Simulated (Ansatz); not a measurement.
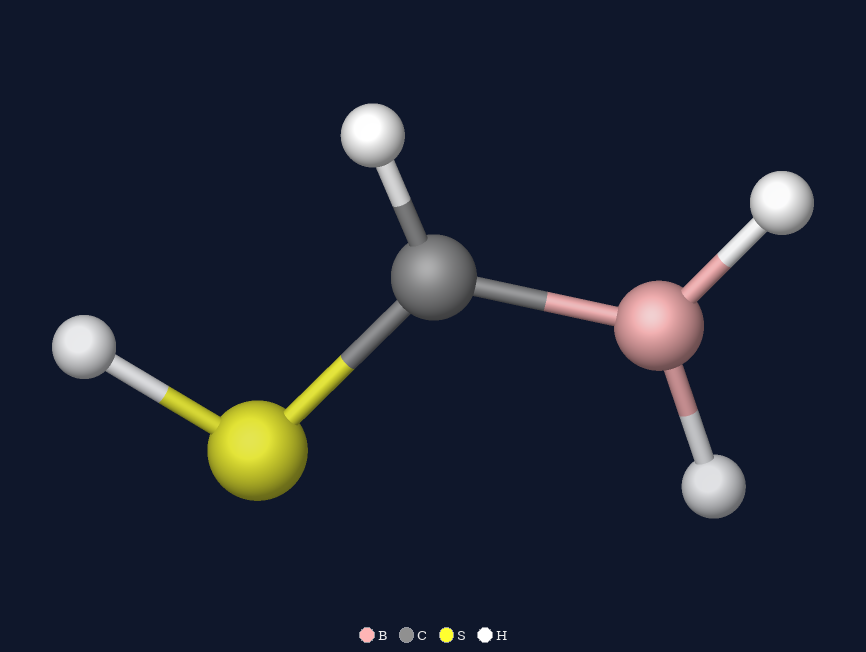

Ball-and-stick drawing of a structure.

State: neutral, doublet. The computed structure is the end point of a PBE0-D4/def2-TZVP optimisation. No frequency run is at hand to confirm it as a minimum.

Identify the structure.

The molecule is CH4BS. The point group is Cs. It is an open-shell species. All atoms lie on one plane. Coordination: 1 B trigonal planar; 1 C trigonal planar; 1 S bent.

The parts below concern this one geometry. Atoms keep their numbers from picture to picture.

**Shape**

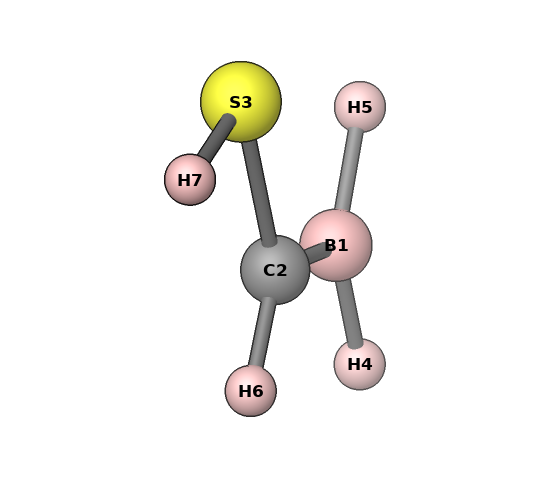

B1 lies behind C2. The molecule seen a little off the C2–B1 bond, C2 in front. Distant atoms are faded towards the background colour. No frequency run is at hand to confirm it as a minimum.

Question: What is the torsion angle S3–C2–B1–H4? The sign is positive where the front bond must turn clockwise to cover the back bond.

Answer: 180°, antiperiplanar (anti).

**Electronic properties**

No frequency run is at hand to confirm it as a minimum. Properties computed with UKS PBE0-D4/def2-TZVPP (Ansatz 0.2.0).

Question: Estimate the HOMO energy (Kohn–Sham orbital).

Answer: −6.32 eV.

Question: Give the dispersion correction at this level.

Answer: −8.9 kJ/mol.

Question: Estimate the ⟨S²⟩ of the determinant.

Answer: 0.754.

**Dipole moment**

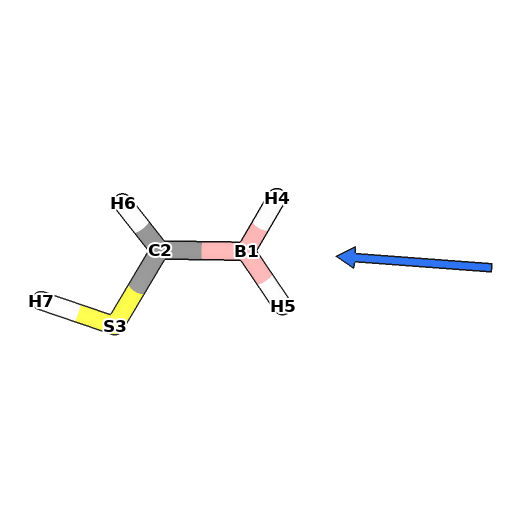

The arrow beside the molecule shows the direction of the dipole moment, from the negative to the positive end (its length means nothing). No frequency run is at hand to confirm it as a minimum. Method: UKS PBE0-D4/def2-TZVP (Ansatz 0.2.0).

Question: Estimate the dipole moment.

Answer: 2.52 D; it points from the side of H4, H5 to the side of H7 (the outermost atoms at the two ends).

**Charges**

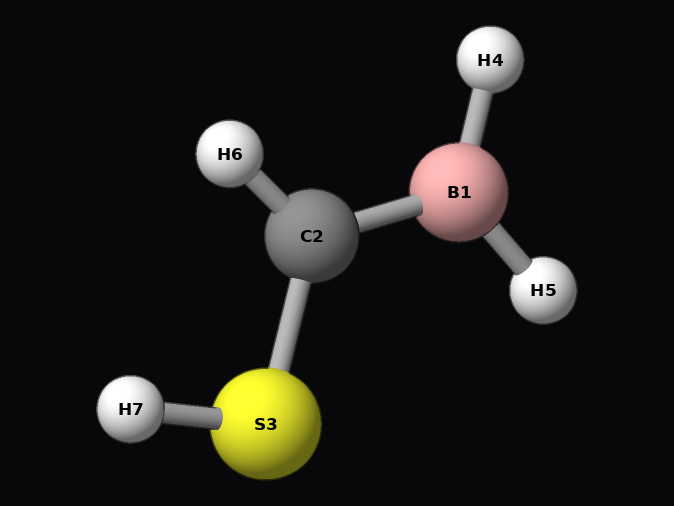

The questions are on Mulliken charges. No frequency run is at hand to confirm it as a minimum. Level of theory: UKS PBE0-D4/def2-TZVP (Ansatz 0.2.0).

Question: Which atom carries the highest charge (most positive or least negative)?

Answer: H7 (0.16 e).

Question: And the lowest?

Answer: C2 (−0.18 e).

List the Mulliken charges.

```
atom  value (e)
  B1      −0.11
  C2      −0.18
  S3      −0.03
  H4       0.01
  H5       0.00
  H6       0.15
  H7       0.16
```

Mulliken values depend strongly on the basis set and can even reverse the polarity of a bond.
